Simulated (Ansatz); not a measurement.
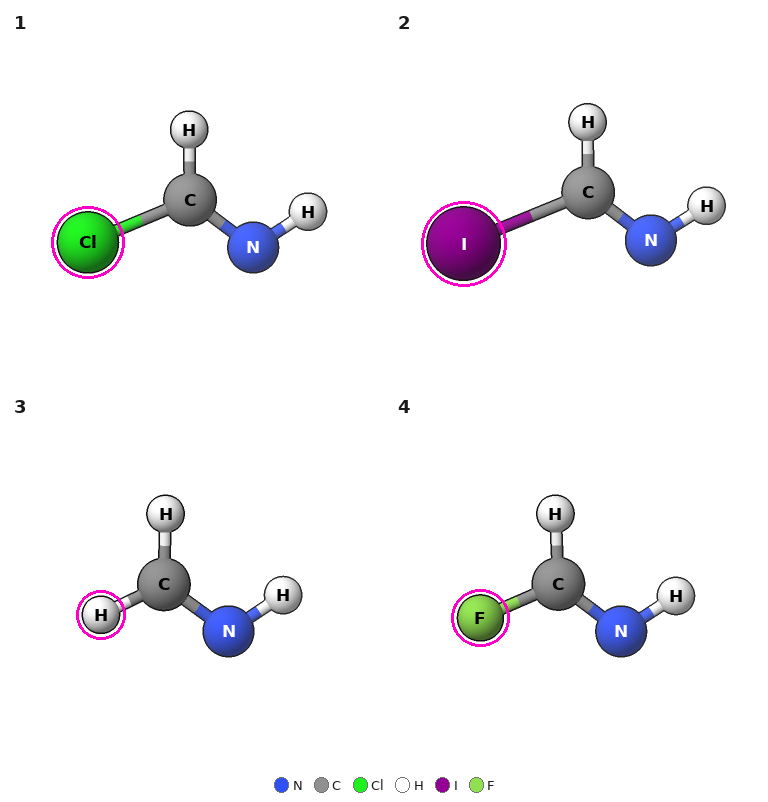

4 molecules with one skeleton, seen from the same side and at one scale; the atom that differs is circled. Charge 0, singlet. Computed geometries: PBE0-D4/def2-TZVP optimisations, one conformation each. Properties computed with Ansatz 0.2.0. Elements past Kr carry core potentials.

One atom differs, called X below: Cl in panel 1, I in panel 2, H in panel 3, F in panel 4. Their formulas are CH2ClN (`[H]/N=C/Cl`), CH2IN (`[H]/N=C/I`), CH3N (`C=N`), CH2FN (`[H]/N=C/F`).

Rank them by the vertical ionisation energy, lowest first (r2SCAN-D4/def2-TZVPP).

2 (I), 3 (H), 1 (Cl), 4 (F).

Rank them by the dipole moment, lowest first (r2SCAN-D4/def2-TZVPP).

3 (H), 2 (I), 1 (Cl), 4 (F).

Give the values. With PBE0-D4/def2-TZVP: length of X–C (Å), angle X–C–H (°), harmonic zero-point energy (kJ/mol). With ωB97M-V/def2-QZVPP: HOMO energy (Kohn–Sham orbital) (eV), HOMO–LUMO gap (eV). With r2SCAN-D4/def2-TZVPP: dipole moment (D), vertical ionisation energy (eV).

| quantity | 1 (Cl) | 2 (I) | 3 (H) | 4 (F) |
| --- | --- | --- | --- | --- |
| length of X–C (Å) | 1.729 | 2.104 | 1.092 | 1.329 |
| angle X–C–H (°) | 111.0 | 110.9 | 116.3 | 110.2 |
| HOMO energy (Kohn–Sham orbital) (eV) | −11.01 | −9.77 | −10.23 | −11.30 |
| HOMO–LUMO gap (eV) | 12.43 | 10.73 | 11.89 | 13.12 |
| dipole moment (D) | 2.49 | 2.33 | 1.96 | 2.71 |
| vertical ionisation energy (eV) | 10.90 | 9.85 | 10.42 | 11.43 |
| harmonic zero-point energy (kJ/mol) | 83.2 | 79.8 | 105.1 | 87.6 |
